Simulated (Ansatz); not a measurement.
**CHOSi (doublet): the correlation ladder, cc-pVTZ**

Aim: climb from Hartree-Fock through coupled cluster for CHOSi (doublet) at one geometry and basis, and see what each rung misses.

Program: Ansatz 0.2.0, Gaussian basis. Level of theory: cc-pVTZ, core rule «outside noble gas», up to 7 orbitals frozen. These are calculated values, not measurements.

Plan: UHF; CCSD(T) on ROHF; CCSD(T) on UHF; BCCD(T) on ROHF; CCSDT(Q) on ROHF; CCSDT(Q) on UHF.

5 further runs of the same task are left out: 5 set aside as unsound or not needed.

### 1 The geometry

The geometry is a PBE0/def2-TZVP stationary point (not a proven minimum).

4 atoms, charge 0, spin multiplicity 2.

Atoms are counted from 1 here; the program's logs count them from 0.

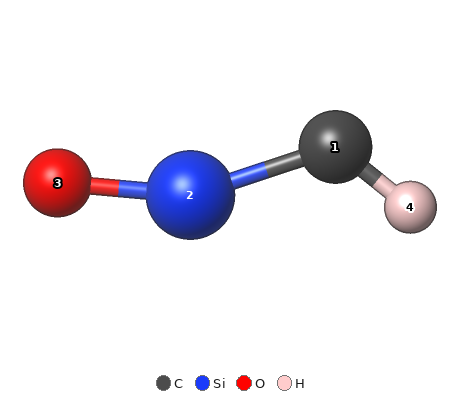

The structure; carbon dark grey, silicon blue, oxygen red, hydrogen pink; atoms are numbered from 1 in the order of the file.

In the tables R marks a restricted open-shell determinant and U an unrestricted one; energies count from the table's Hartree-Fock row.

### 2 UHF

File in.yaml:

```yaml
crystal:
  periodic: [false, false, false]
  atoms:
    - {symbol: C, position_ang: [0.000000, -0.252496, 1.704393]}
    - {symbol: Si, position_ang: [0.000000, 0.153083, 0.018811]}
    - {symbol: O, position_ang: [0.000000, -0.110768, -1.469523]}
    - {symbol: H, position_ang: [0.000000, 0.501477, 2.492415]}
basis:
  gaussian: {orbitals: cc-pVTZ}
magnetization: {spin_polarized: true, initial_magnetization: 1}
hamiltonian: {xc: hf}
output: {orbitals: {seedname: orbitals}}
```

The run is started by

```
$ ansatz run in.yaml --threads 1 --pin off --events-out ev --progress --plain --max-ram 4096MiB --backend cpu
```

Log:

```text
Functional definition: HF
  name "HF"
  cite "Fock, Z. Phys. 61, 126 (1930) doi:10.1007/BF01340294"
  parent pbe
  exchange = exact_x
  correlation = 0
848 factors; their error is unknown
mean field evaluation 1: about -10939.0432 eV, gradient 3.2e1 eV
mean field evaluation 2: about -10939.5015 eV, gradient 3.2e1 eV
mean field evaluation 4: about -10943.1901 eV, gradient 1.2e0 eV
mean field evaluation 8: about -10943.2118 eV, gradient 3.4e-1 eV
mean field evaluation 16: about -10943.6921 eV, gradient 1.6e-1 eV
mean field evaluation 32: about -10943.4780 eV, gradient 1.2e-1 eV
mean field evaluation 64: about -10942.3327 eV, gradient 5.2e0 eV
mean field evaluation 96: about -10939.5624 eV, gradient 2.6e0 eV
mean field evaluation 128: about -10943.1568 eV, gradient 1.8e0 eV
mean field evaluation 160: about -10943.1903 eV, gradient 1.2e0 eV
mean field evaluation 192: about -10943.4022 eV, gradient 8.0e-5 eV
mean field evaluation 224: about -10934.2813 eV, gradient 1.1e1 eV
mean field -10943.69218922 eV, -402.1732700530 hartree, gradient 2.1e-5 eV, S^2 1.297473; 11 other end points of the search recorded, 0 dependent functions left out
reference -10943.69218922 eV, -402.1732700530 hartree; 15, 14 occupied and 93, 94 virtual orbitals, 848 factors
Total energy: -10943.69218922 eV, -402.1732700530 hartree
```

Run time: 15 s. Hardware: 1 thread of AMD EPYC 7R13, shared host; peak memory 0.26 GiB.

From the report: ⟨S²⟩ of the determinant 1.297 (pure doublet: 0.75). The determinant is far from a pure spin state, so its energy mixes those of several spin states (harmless only where they are near-degenerate, as at dissociation).

### 3 CCSD(T) on ROHF

in.yaml: that of step 2 with these lines changed.

```diff
@@ -9,4 +9,3 @@
   gaussian: {orbitals: cc-pVTZ}
-magnetization: {spin_polarized: true, initial_magnetization: 1}
-hamiltonian: {xc: hf}
-output: {orbitals: {seedname: orbitals}}
+magnetization: {spin_polarized: false, initial_magnetization: 1}
+correlation: {method: ccsd_t, electrons: outside_noble_gas}
```

The run is started by

```
$ ansatz run in.yaml --threads 2 --pin off --events-out ev --progress --plain --max-ram 24576MiB --backend cuda --devices 0, --max-vram 18GiB
```

Log (excerpt; [...] marks lines left out):

```text
Functional definition: HF
  name "HF"
  cite "Fock, Z. Phys. 61, 126 (1930) doi:10.1007/BF01340294"
  parent pbe
[...]
646 factors; integrals over basis functions are off by at most 1.3e-3 eV
[...]
mean field -10943.31706208 eV, -402.1594843847 hartree, gradient 7.8e-6 eV, S^2 0.750000; 8 other end points of the search recorded, 0 dependent functions left out
[...]
determinant -10943.31706208 eV, -402.1594843847 hartree, with singles and doubles -10956.92770777 eV, -402.6596663882 hartree
determinant -10942.58473317 eV, -402.1325717938 hartree, with singles and doubles -10956.13616268 eV, -402.6305776428 hartree
determinant -10940.51365636 eV, -402.0564611249 hartree, with singles and doubles -10953.76431314 eV, -402.5434137798 hartree
unrestricted determinant -10943.69248124 eV, -402.1732807842 hartree, S^2 1.2975
7 core orbitals not correlated: weight in the atoms' cores, before any rotation towards them, 1.000 or more for the frozen orbitals, at most 0.000 for the correlated occupied ones
reference -10943.31706208 eV, -402.1594843847 hartree; 8, 7 occupied and 93, 94 virtual orbitals, 646 factors
second order -13.18022945 eV of doubles, -0.06049880 eV of singles
cycle   1  -13.47771540 eV  change    -1.1e0 eV  update   2.8e-2
[...]
cycle  12  -13.52575317 eV  change   -5.0e-6 eV  update   1.8e-5
perturbative correction -0.74451191 eV, -0.0273603081 hartree
Total energy: -10957.58732716 eV, -402.6839069536 hartree
```

Run time: 12 s. Hardware: 1 × H100 (card shared with other runs) with 2 threads of AMD EPYC 7R13, shared host; peak host memory 0.81 GiB.

From the report: correlation -14.2703 eV; T1 0.029; largest double amplitude 0.10.

### 4 CCSD(T) on UHF

in.yaml: that of step 3 with these lines changed.

```diff
@@ -9,3 +9,3 @@
   gaussian: {orbitals: cc-pVTZ}
-magnetization: {spin_polarized: false, initial_magnetization: 1}
+magnetization: {spin_polarized: true, initial_magnetization: 1}
 correlation: {method: ccsd_t, electrons: outside_noble_gas}
```

Launched as before.

Log (excerpt; [...] marks lines left out):

```text
Functional definition: HF
  name "HF"
  cite "Fock, Z. Phys. 61, 126 (1930) doi:10.1007/BF01340294"
  parent pbe
[...]
646 factors; integrals over basis functions are off by at most 1.3e-3 eV
[...]
mean field -10943.69248124 eV, -402.1732807842 hartree, gradient 2.5e-6 eV, S^2 1.297472; 17 other end points of the search recorded, 0 dependent functions left out
determinant -10943.69248124 eV, -402.1732807842 hartree, with singles and doubles -10956.79800423 eV, -402.6548998710 hartree
determinant -10943.42404027 eV, -402.1634157607 hartree, with singles and doubles -10956.84815958 eV, -402.6567430463 hartree
determinant -10942.76272863 eV, -402.1391130062 hartree, with singles and doubles -10956.13373298 eV, -402.6304883527 hartree
determinant -10941.68638099 eV, -402.0995579599 hartree, with singles and doubles -10954.19048775 eV, -402.5590754078 hartree
determinant -10940.82043397 eV, -402.0677349941 hartree, with singles and doubles -10953.61145491 eV, -402.5377963435 hartree
determinant -10940.64704668 eV, -402.0613631286 hartree, with singles and doubles -10953.45238764 eV, -402.5319507290 hartree
determinant -10943.69248124 eV, -402.1732807842 hartree, with singles and doubles -10956.82277284 eV, -402.6558101007 hartree
determinant -10943.42404027 eV, -402.1634157607 hartree, with singles and doubles -10956.81228893 eV, -402.6554248240 hartree
7 core orbitals not correlated: weight in the atoms' cores, before any rotation towards them, 1.000 or more for the frozen orbitals, at most 0.000 for the correlated occupied ones
reference -10943.42404027 eV, -402.1634157607 hartree; 8, 7 occupied and 93, 94 virtual orbitals, 646 factors
second order -12.70643136 eV of doubles, -0.00000000 eV of singles
cycle   1  -13.38825418 eV  change   -5.5e-6 eV  update   4.0e-6
perturbative correction -0.74739301 eV, -0.0274661865 hartree
Total energy: -10957.55968746 eV, -402.6828912135 hartree
```

Wall time 30 s (1 × H100 (card shared with other runs) with 2 threads of AMD EPYC 7R13, shared host); peak host memory 0.82 GiB.

From the report: ⟨S²⟩ of the determinant 1.037 (pure doublet: 0.75); correlation -14.1356 eV; T1 0.063; largest double amplitude 0.10.

### 5 BCCD(T) on ROHF

in.yaml: that of step 4 with these lines changed.

```diff
@@ -9,3 +9,3 @@
   gaussian: {orbitals: cc-pVTZ}
-magnetization: {spin_polarized: true, initial_magnetization: 1}
-correlation: {method: ccsd_t, electrons: outside_noble_gas}
+magnetization: {spin_polarized: false, initial_magnetization: 1}
+correlation: {method: bccd_t, electrons: outside_noble_gas}
```

Same command.

Log (excerpt; [...] marks lines left out):

```text
Functional definition: HF
  name "HF"
  cite "Fock, Z. Phys. 61, 126 (1930) doi:10.1007/BF01340294"
  parent pbe
[...]
646 factors; integrals over basis functions are off by at most 1.3e-3 eV
[...]
mean field -10943.31706208 eV, -402.1594843847 hartree, gradient 7.8e-6 eV, S^2 0.750000; 8 other end points of the search recorded, 0 dependent functions left out
[...]
determinant -10943.31706208 eV, -402.1594843847 hartree, with singles and doubles -10956.92770777 eV, -402.6596663882 hartree
determinant -10942.58473317 eV, -402.1325717938 hartree, with singles and doubles -10956.13616268 eV, -402.6305776428 hartree
determinant -10940.51365636 eV, -402.0564611249 hartree, with singles and doubles -10953.76431314 eV, -402.5434137798 hartree
unrestricted determinant -10943.69248124 eV, -402.1732807842 hartree, S^2 1.2975
7 core orbitals not correlated: weight in the atoms' cores, before any rotation towards them, 1.000 or more for the frozen orbitals, at most 0.000 for the correlated occupied ones
reference -10943.31706208 eV, -402.1594843847 hartree; 8, 7 occupied and 93, 94 virtual orbitals, 646 factors
second order -13.18022945 eV of doubles, -0.06049880 eV of singles
cycle   1  -13.39328691 eV  change    -1.0e0 eV  update   3.8e-2
[...]
cycle  15  -13.46590157 eV  change    4.0e-6 eV  update   4.9e-6
perturbative correction -0.81115991 eV, -0.0298095767 hartree
Total energy: -10957.59412355 eV, -402.6841567164 hartree
```

Run time: 25 s. Hardware: 1 × H100 (card shared with other runs) with 2 threads of AMD EPYC 7R13, shared host; peak host memory 0.82 GiB.

From the report: correlation -14.2771 eV; largest double amplitude 0.10.

### 6 CCSDT(Q) on ROHF

in.yaml: that of step 5 with these lines changed.

```diff
@@ -10,2 +10,2 @@
 magnetization: {spin_polarized: false, initial_magnetization: 1}
-correlation: {method: bccd_t, electrons: outside_noble_gas}
+correlation: {method: ccsdt_q, electrons: outside_noble_gas}
```

The command is unchanged.

Log (excerpt; [...] marks lines left out):

```text
Functional definition: HF
  name "HF"
  cite "Fock, Z. Phys. 61, 126 (1930) doi:10.1007/BF01340294"
  parent pbe
[...]
1350 factors; integrals over basis functions are off by at most 2.1e-7 eV
[...]
mean field -10943.31710646 eV, -402.1594860155 hartree, gradient 5.5e-6 eV, S^2 0.750000; 8 other end points of the search recorded, 0 dependent functions left out
[...]
determinant -10943.31710646 eV, -402.1594860155 hartree, with singles and doubles -10956.92777116 eV, -402.6596687176 hartree
determinant -10942.58477794 eV, -402.1325734391 hartree, with singles and doubles -10956.13622953 eV, -402.6305800992 hartree
determinant -10940.51370338 eV, -402.0564628528 hartree, with singles and doubles -10953.76438150 eV, -402.5434162919 hartree
unrestricted determinant -10943.69252772 eV, -402.1732824925 hartree, S^2 1.2975
7 core orbitals not correlated: weight in the atoms' cores, before any rotation towards them, 1.000 or more for the frozen orbitals, at most 0.000 for the correlated occupied ones
reference -10943.31710646 eV, -402.1594860155 hartree; 8, 7 occupied and 93, 94 virtual orbitals, 1350 factors
second order -13.18025407 eV of doubles, -0.06049882 eV of singles
cycle   1  -12.91632207 eV  change    3.3e-1 eV  update   1.6e-1
[...]
cycle  26  -14.30116744 eV  change   -2.7e-7 eV  update   1.3e-6
perturbative correction -0.05781646 eV, -0.0021247158 hartree
Total energy: -10957.67609035 eV, -402.6871689408 hartree
```

It took 3.1 min on 1 × H100 (card shared with other runs) with 2 threads of AMD EPYC 7R13, shared host; peak host memory 1.9 GiB.

From the report: correlation -14.3590 eV; T1 0.033; largest double amplitude 0.12.

### 7 CCSDT(Q) on UHF

in.yaml: that of step 6 with these lines changed.

```diff
@@ -9,3 +9,3 @@
   gaussian: {orbitals: cc-pVTZ}
-magnetization: {spin_polarized: false, initial_magnetization: 1}
+magnetization: {spin_polarized: true, initial_magnetization: 1}
 correlation: {method: ccsdt_q, electrons: outside_noble_gas}
```

Same command.

Log (excerpt; [...] marks lines left out):

```text
Functional definition: HF
  name "HF"
  cite "Fock, Z. Phys. 61, 126 (1930) doi:10.1007/BF01340294"
  parent pbe
[...]
1350 factors; integrals over basis functions are off by at most 2.1e-7 eV
[...]
mean field -10943.69252772 eV, -402.1732824925 hartree, gradient 1.9e-6 eV, S^2 1.297474; 17 other end points of the search recorded, 0 dependent functions left out
determinant -10943.69252772 eV, -402.1732824925 hartree, with singles and doubles -10956.79806484 eV, -402.6549020984 hartree
determinant -10943.42408580 eV, -402.1634174339 hartree, with singles and doubles -10956.84822037 eV, -402.6567452801 hartree
determinant -10942.76277381 eV, -402.1391146665 hartree, with singles and doubles -10956.13379823 eV, -402.6304907508 hartree
determinant -10941.68643044 eV, -402.0995597771 hartree, with singles and doubles -10954.19055235 eV, -402.5590777820 hartree
determinant -10940.82048137 eV, -402.0677367358 hartree, with singles and doubles -10953.61154507 eV, -402.5377996568 hartree
determinant -10940.64709861 eV, -402.0613650368 hartree, with singles and doubles -10953.45242032 eV, -402.5319519301 hartree
determinant -10943.69252772 eV, -402.1732824925 hartree, with singles and doubles -10956.82280412 eV, -402.6558112502 hartree
determinant -10943.42408580 eV, -402.1634174339 hartree, with singles and doubles -10956.81232059 eV, -402.6554259875 hartree
7 core orbitals not correlated: weight in the atoms' cores, before any rotation towards them, 1.000 or more for the frozen orbitals, at most 0.000 for the correlated occupied ones
reference -10943.42408580 eV, -402.1634174339 hartree; 8, 7 occupied and 93, 94 virtual orbitals, 1350 factors
second order -12.70644923 eV of doubles, -0.00000000 eV of singles
cycle   1  -12.52297565 eV  change    1.8e-1 eV  update   1.6e-1
[...]
cycle  29  -14.19014082 eV  change   -5.0e-7 eV  update   5.1e-7
perturbative correction -0.08335254 eV, -0.0030631492 hartree
Total energy: -10957.69757916 eV, -402.6879586398 hartree
```

It took 2.1 min on 1 × H100 (card shared with other runs) with 2 threads of AMD EPYC 7R13, shared host; peak host memory 1.4 GiB.

From the report: ⟨S²⟩ of the determinant 1.037 (pure doublet: 0.75); correlation -14.2735 eV; T1 0.071; largest double amplitude 0.13.

### 8 Misses and costs

No level here is safe as a reference; RCCSDT(Q) serves as a yardstick only. Rows without a time come out of other runs: HF, MP2 and CCSD of CCSD(T), CCSDT of CCSDT(Q).

Differences are taken before rounding.

| method | energy from the lowest RHF (meV) | from RCCSDT(Q) (meV) | time |
| --- | --- | --- | --- |
| RHF | 0.0 | +14359.0 |  |
| RMP2 | -13240.7 | +1118.3 |  |
| UMP2 | -12813.4 | +1545.6 |  |
| RCCSD | -13525.8 | +833.3 |  |
| UCCSD | -13495.2 | +863.8 |  |
| RCCSD(T) | -14270.3 | +88.8 | 12 s |
| UCCSD(T) | -14242.6 | +116.4 | 30 s |
| BCCD(T) | -14277.1 | +82.0 | 25 s |
| RCCSDT | -14301.2 | +57.8 |  |
| UCCSDT | -14297.2 | +61.9 |  |
| RCCSDT(Q) | -14359.0 | 0 | 3.1 min |
| UCCSDT(Q) | -14380.5 | -21.5 | 2.1 min |

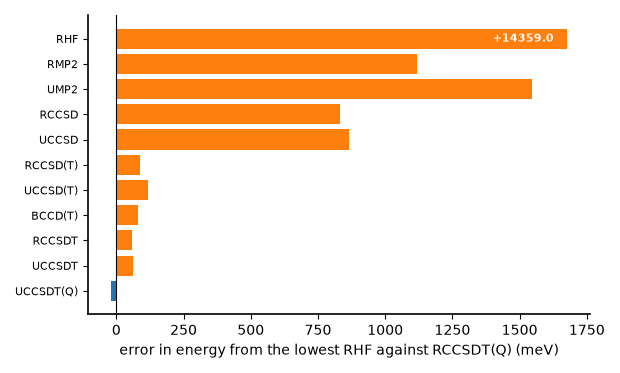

How far each level lands from RCCSDT(Q). Bars with a number in them are cut short.

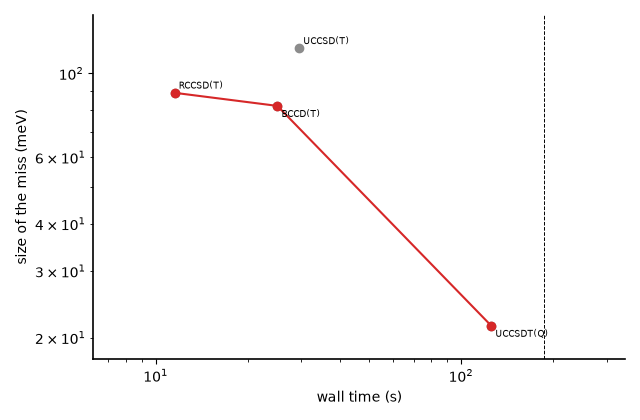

Miss against cost. Red marks the levels that no quicker level drawn beats (of those quicker than the yardstick), and the dashed line is the time of RCCSDT(Q). Times are from a shared host.

Left out of the table: UHF (another determinant or state than the rows shown).

With the free atoms at the same levels and basis (separate runs), the atomisation energy is 13.554 eV at RCCSDT(Q), 13.510 eV at RCCSD(T), 13.476 eV at UCCSD(T), 8.576 eV at RHF.

### 9 What came out

```
                      quantity        value
RCCSDT(Q) below the RHF energy  -14.3590 eV
           RMP2 from RCCSDT(Q)  +1118.3 meV
           UMP2 from RCCSDT(Q)  +1545.6 meV
          RCCSD from RCCSDT(Q)   +833.3 meV
       RCCSD(T) from RCCSDT(Q)    +88.8 meV
       UCCSD(T) from RCCSDT(Q)   +116.4 meV
      UCCSDT(Q) from RCCSDT(Q)    -21.5 meV
                 T1 diagnostic        0.029
```

In words: RCCSD(T) misses by +88.8 meV, 0.6 % of the correlation energy. CCSD(T) misses by +88.8 meV on the restricted determinant and by +116.4 meV on the unrestricted one; the two need not hold the same state or core. Coupled cluster took another determinant than the lowest Hartree-Fock one. Warnings: spin contamination; coupled cluster took another determinant than the lowest.
